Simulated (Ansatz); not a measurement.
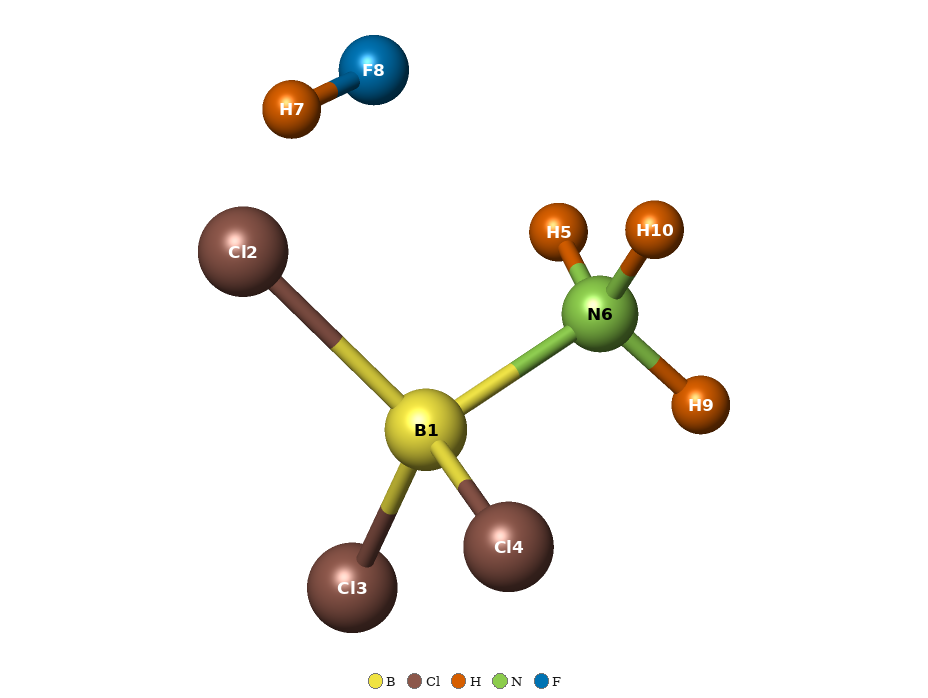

Harmonic vibrations computed with RKS PBE0-D4/def2-TZVP (Ansatz 0.2.0) at a stationary point of the same level.

### Is this a minimum or a saddle point?

A minimum: no imaginary frequency, and the lowest mode lies at 46 cm⁻¹.

### How many vibrational modes are there, and where do they lie?

24 modes: 46, 139, 165, 215, 226, 260, 297, 307, 325, 475, 555, 674, 707, 736, 836, 1002, 1036, 1417, 1637, 1651, 3356, 3513, 3571, 3658 cm⁻¹.
